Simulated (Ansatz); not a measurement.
**Germane (GeH₄): basis-set convergence**

Aim: see how fast density functionals converge with the basis set for germane (GeH₄).

Method: one geometry, several basis sets; program: Ansatz 0.2.0, Gaussian basis.

The runs, in order: PBE0-D4/def2-SVP; ωB97M-V/def2-SVP; PBE0-D4/def2-QZVPP; ωB97M-V/def2-QZVPP; the functionals' def2-TZVPP values are taken from earlier runs.

## (1) The geometry

The geometry comes from an earlier relaxation with PBE0-D4 in a triple-zeta def2 set; it is a stationary point.

SMILES `[GeH4]`, 5 atoms, charge 0, spin multiplicity 1.

Atoms are counted from 1 here; the program's logs count them from 0.

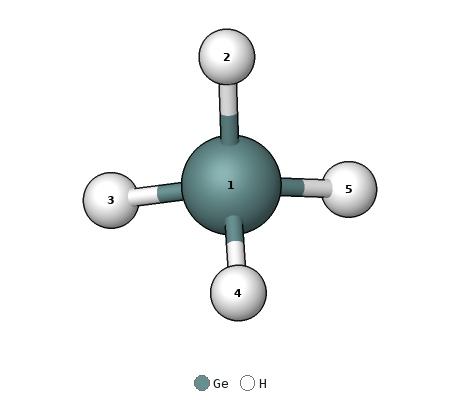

The structure; germanium teal, hydrogen white; atoms are numbered from 1 in the order of the file.

## (2) PBE0-D4 in def2-SVP

The input, in.yaml:

```yaml
crystal:
  periodic: [false, false, false]
  atoms:
    - {symbol: Ge, position_ang: [0.000062, 0.000070, -0.000034]}
    - {symbol: H, position_ang: [1.148134, -0.756324, 0.680597]}
    - {symbol: H, position_ang: [-1.238820, -0.029976, 0.904175]}
    - {symbol: H, position_ang: [-0.329182, -0.669134, -1.340632]}
    - {symbol: H, position_ang: [0.419817, 1.455363, -0.244116]}
basis:
  gaussian: {orbitals: def2-SVP}
hamiltonian: {xc: pbe0, dispersion: d4}
output: {orbitals: {seedname: orbitals}}
```

The run is started by

```bash
> ansatz run in.yaml --threads 2 --pin off --events-out ev --progress --plain --max-ram 32768MiB --backend cpu
```

After this run come: ωB97M-V in def2-SVP; PBE0-D4 in def2-QZVPP; ωB97M-V in def2-QZVPP.

Before running them: what should the planned runs give, taken together? Wanted: PBE0-D4: double and triple zeta above quadruple; ωB97M-V: double and triple zeta above quadruple.

**Answer**, as computed:

| quantity | value |
| --- | --- |
| PBE0-D4: double and triple zeta above quadruple | 8.42, 1.24 eV |
| ωB97M-V: double and triple zeta above quadruple | 8.43, 1.22 eV |

PBE0-D4 gains 7.18 eV from double to triple zeta, then 1.24 eV more. Total energies overstate the basis error of differences, where much of it tends to cancel. The LUMO of ωB97M-V is positive and keeps falling with the basis (3.43 to 2.05 eV): an unbound level that the basis holds in place.
